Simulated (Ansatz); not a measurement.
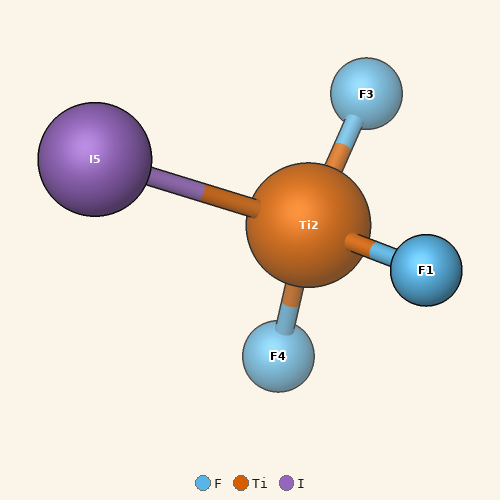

The system is F3ITi, SMILES [F][Ti]([F])([F])[I]; the picture shows the reference structure. The first coordinate is: bond length Ti2–F3; the second: bond length Ti2–I5. Nothing is relaxed (all other coordinates rigid). The scan uses a 7 × 7 grid. Points are written as (first, second). All energies are given in kJ/mol relative to the lowest grid point. Theory: RKS PBE0-D4/def2-SVP in Ansatz 0.2.0.

Its coordinates:

```xyz
5

F    -0.8590   -0.5643    1.4461
Ti    0.0299   -0.1715    0.0273
F     1.6963   -0.5002    0.2965
F    -0.5327   -1.1405   -1.2774
I    -0.2846    2.3028   -0.5339
```

Range: bond length Ti2–F3 from 1.479 to 2.408 Å; bond length Ti2–I5 from 2.20 to 3.58 Å.

Question: Predict the map.

Answer: The lowest grid point is at (1.789 Å, 2.66 Å). The bottom of the well lies between grid points, at about (1.718 Å, 2.55 Å), about 13 kJ/mol lower on the interpolated surface. It is the only kind of minimum in the scanned range. The highest grid point, (2.408 Å, 3.58 Å), lies 463 kJ/mol above the lowest. Round the minimum the two coordinates are weakly coupled (coupling 0.05 in units of the two stiffnesses).

| bond length Ti2–I5 ↓, bond length Ti2–F3 → | 1.479 | 1.634 | 1.789 | 1.943 | 2.098 | 2.253 | 2.408 |
| --- | --- | --- | --- | --- | --- | --- | --- |
| 3.58 | 310 | 187 | 187 | 241 | 313 | 390 | 463 |
| 3.35 | 262 | 138 | 138 | 192 | 264 | 340 | 413 |
| 3.12 | 213 | 87 | 86 | 139 | 211 | 286 | 358 |
| 2.89 | 167 | 39 | 36 | 87 | 158 | 232 | 304 |
| 2.66 | 136 | 5 | 0 | 49 | 118 | 191 | 261 |
| 2.43 | 149 | 13 | 4 | 49 | 116 | 187 | 256 |
| 2.20 | 257 | 115 | 101 | 142 | 205 | 274 | 341 |

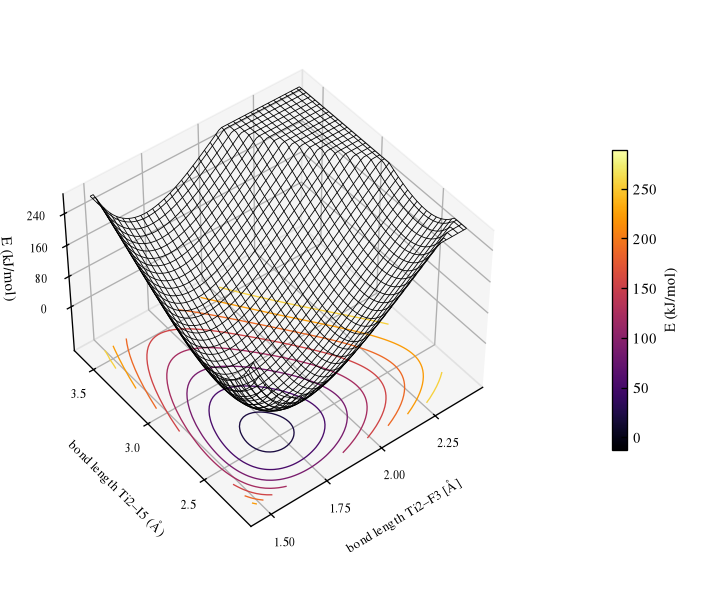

Drawn: a relief with its contours projected below, any walls above the top of the colour scale cut off. Between grid points the surface is interpolated.

Each point was launched as `ansatz run input.yaml --threads 1 --pin off --max-ram 2560MiB --backend cpu --events-out ev --progress --plain --runs-dir out`. The whole map (49 points run) took 7.6 min on 1 thread of Arm Neoverse V2 (shared host).
